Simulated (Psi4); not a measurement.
# N2 (nitrogen): M06-2X/def2-TZVPPD

Aim: the energy change on altering one bond length of N2 (nitrogen) at M06-2X/def2-TZVPPD, from 2 runs. 

The results are computed with Psi4 1.11.

### 1 The structure to begin with

N2: 2 atoms, total charge 0, spin state singlet. As SMILES, `N#N`. Geometry: relaxed at PBE0-D4/def2-TZVP.

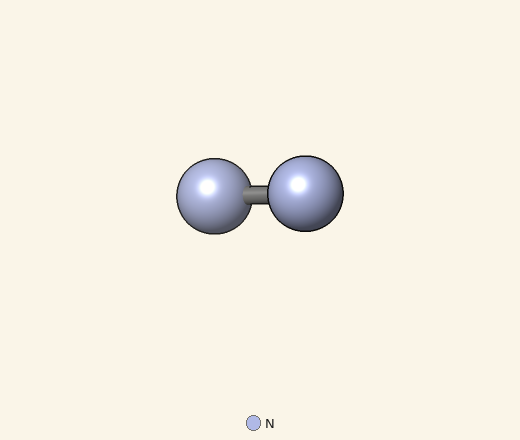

The structure, seen from a chosen angle (nitrogen light blue).

### 2 The energy at M06-2X/def2-TZVPPD

The input, n2.in:

```
memory 1600 MB

molecule mol {
  N      0.465500    -0.150300     0.239800
  N     -0.465500     0.150300    -0.239800
  units angstrom
  symmetry c1
  no_reorient
  no_com
}

set {
  basis def2-TZVPPD
  puream true
  e_convergence 1e-09
  d_convergence 1e-08
  scf_type pk
  dft_radial_points 99
  dft_spherical_points 590
}

energy("m06-2x")
print_variables()
```

The run is started by

```console
$ psi4 n2.in n2.out -n 1
```

n2.out:

```text
[...]
  Running in c1 symmetry.
[...]
  Nuclear repulsion =   23.798341769446314
[...]
  Multiplicity = 1
[...]
  Nalpha       = 7
  Nbeta        = 7
[...]
    Number of basis functions: 74
[...]
   @RKS iter   1:  -109.51710453915055   -6.21299e-01   3.13444e-03 ADIIS/DIIS
[...]
   @RKS iter   7:  -109.53634263455078   -5.53655e-11   4.50200e-09 DIIS
[...]
    Orbital Energies [Eh]
    ---------------------
    Doubly Occupied:
       1A    -14.854508     2A    -14.852015     3A     -1.246524
       4A     -0.641402     5A     -0.542694     6A     -0.542694
       7A     -0.512390
[...]
  @RKS Final Energy:  -109.53634263455078
   => Energetics <=
    Nuclear Repulsion Energy =             23.7983417694463135
    One-Electron Energy =                -194.8294390750264711
    Two-Electron Energy =                  68.0823061265623153
    DFT Exchange-Correlation Energy =      -6.5875514555329451
    Empirical Dispersion Energy =           0.0000000000000000
    VV10 Nonlocal Energy =                  0.0000000000000000
    Total Energy =                       -109.5363426345507776
[...]
 Multipole Moments:
 ------------------------------------------------------------------------------------
     Multipole            Electronic (a.u.)      Nuclear  (a.u.)        Total (a.u.)
 ------------------------------------------------------------------------------------
 L = 1.  Multiply by 2.5417464519 to convert [e a0] to [Debye]
 Dipole X            :          0.0000000            0.0000000            0.0000000
 Dipole Y            :         -0.0000000            0.0000000           -0.0000000
 Dipole Z            :          0.0000000            0.0000000            0.0000000
 Magnitude           :                                                    0.0000000
[...]
```

Run time: 6.6 s. Hardware: 1 thread of Intel Xeon Platinum 8375C at 2.90GHz (Ice Lake), shared host; peak memory 0.84 GiB.

### 3 The distorted shape: energy and forces at M06-2X/def2-TZVPPD

The input, n2.xyz:

```xyz
2
N2
N      1.210296    -0.390779     0.623478
N     -0.465500     0.150300    -0.239800
```

The input, job.py:

```python
import psi4

psi4.set_memory('1600 MB')
psi4.set_num_threads(1)
psi4.core.set_output_file('output.dat', False)

with open('n2.xyz') as f:
    atoms = ''.join(f.readlines()[2:])
geom = psi4.geometry('0 1\n' + atoms + 'symmetry c1')

psi4.set_options({
    'basis': 'def2-TZVPPD',
    'puream': True,
    'e_convergence': 1e-09,
    'd_convergence': 1e-08,
    'scf_type': 'pk',
    'dft_radial_points': 99,
    'dft_spherical_points': 590,
})

e_tot = psi4.gradient("m06-2x")
print('gradient / Eh bohr^-1')
print(e_tot.np.round(6))
```

The run is started by

```console
$ python job.py
```

output.dat:

```text
[...]
  Running in c1 symmetry.
[...]
  Nuclear repulsion =   13.221331819326460
[...]
  Multiplicity = 1
[...]
  Nalpha       = 7
  Nbeta        = 7
[...]
    Number of basis functions: 74
[...]
   @RKS iter   1:  -109.04734334816717   -1.11779e+00   1.09894e-03 DIIS/ADIIS
[...]
   @RKS iter   8:  -109.05071625963298   -3.56692e-12   2.23307e-09 DIIS
[...]
    Orbital Energies [Eh]
    ---------------------
    Doubly Occupied:
       1A    -14.969020     2A    -14.968852     3A     -0.928506
       4A     -0.813636     5A     -0.426352     6A     -0.377049
       7A     -0.377049
[...]
  @RKS Final Energy:  -109.05071625963298
   => Energetics <=
    Nuclear Repulsion Energy =             13.2213318193264602
    One-Electron Energy =                -173.5463375472516532
    Two-Electron Energy =                  57.6551474963684569
    DFT Exchange-Correlation Energy =      -6.3808580280762284
    Empirical Dispersion Energy =           0.0000000000000000
    VV10 Nonlocal Energy =                  0.0000000000000000
    Total Energy =                       -109.0507162596329778
[...]
 Multipole Moments:
 ------------------------------------------------------------------------------------
     Multipole            Electronic (a.u.)      Nuclear  (a.u.)        Total (a.u.)
 ------------------------------------------------------------------------------------
 L = 1.  Multiply by 2.5417464519 to convert [e a0] to [Debye]
 Dipole X            :          0.0000043            0.0000000            0.0000043
 Dipole Y            :         -0.0000000            0.0000000           -0.0000000
 Dipole Z            :          0.0000000            0.0000000            0.0000000
 Magnitude           :                                                    0.0000043
[...]
  -Total Gradient:
     Atom            X                  Y                   Z
    ------   -----------------  -----------------  -----------------
       1        0.237746526437    -0.000000000173     0.000000001051
       2       -0.237746526443     0.000000000173    -0.000000001051
[...]
```

Standard output:

```text
gradient / Eh bohr^-1
[[ 0.237747 -0.        0.      ]
 [-0.237747  0.       -0.      ]]
```

Wall time 9.6 s (1 thread of Intel Xeon Platinum 8375C at 2.90GHz (Ice Lake), shared host); peak memory 0.83 GiB.

### 4 Summary of results

Level: M06-2X/def2-TZVPPD.

```
                                                         quantity          value
                                        first shape: total energy  -109.53634 Eh
                                       first shape: dipole moment         0.00 D
                                         first shape: HOMO energy      -13.94 eV
                                         first shape: LUMO energy        0.93 eV
                                       first shape: HOMO–LUMO gap       14.87 eV
                                    distorted shape: total energy  -109.05072 Eh
                                   distorted shape: dipole moment         0.00 D
                                     distorted shape: HOMO energy      -10.26 eV
                                     distorted shape: LUMO energy       -4.80 eV
                                   distorted shape: HOMO–LUMO gap        5.46 eV
                        distorted shape: largest force on an atom    12.225 eV/Å
energy change with the N1–N2 bond stretched from 1.090 to 1.961 Å      13.215 eV
```

What this shows: With the N1–N2 bond stretched from 1.090 to 1.961 Å the energy rises by 13.21 eV (1275 kJ/mol). The first shape isn't relaxed at this level, so the change isn't measured from a minimum. A restricted reference can't describe the breaking bond well at this length.
